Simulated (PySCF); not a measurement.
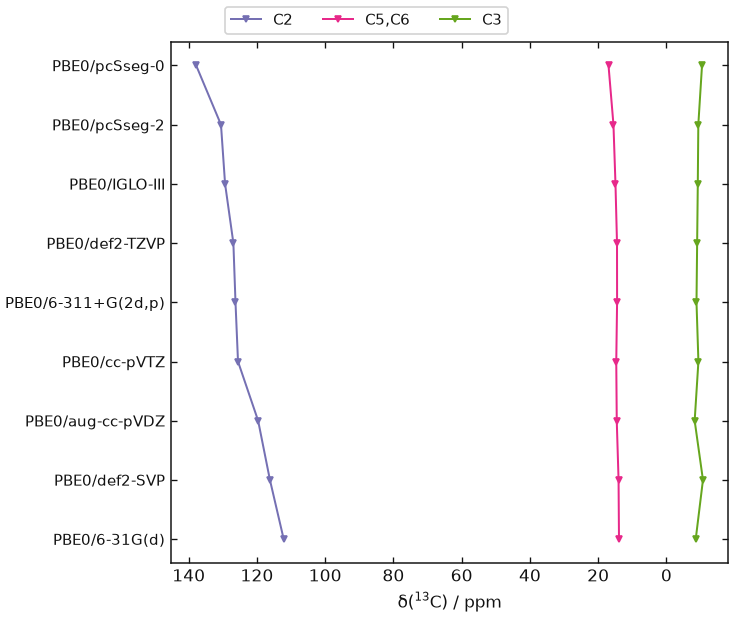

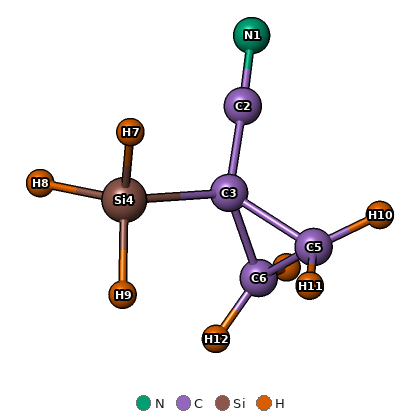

GIAO ¹³C shifts of C₄H₇NSi, SMILES N#CC1([SiH3])CC1 at several levels, one geometry, PySCF, at a PBE0-D3(BJ)/def2-SVP geometry (no frequency check); values of one conformer, averaged over methyl-type rotors and exact or near symmetry; each against TMS at the same level.

Which of the plotted signals depends most on the level, and by how much?

Answer. That of C2: from 112.2 ppm (PBE0/6-31G(d)) to 137.8 ppm (PBE0/pcSseg-0), a spread of 25.7 ppm. The steadiest, C3, moves by 2.4 ppm.

Do all levels give the signals in the same order?

Answer. Yes, the order of the signals is the same at every level.
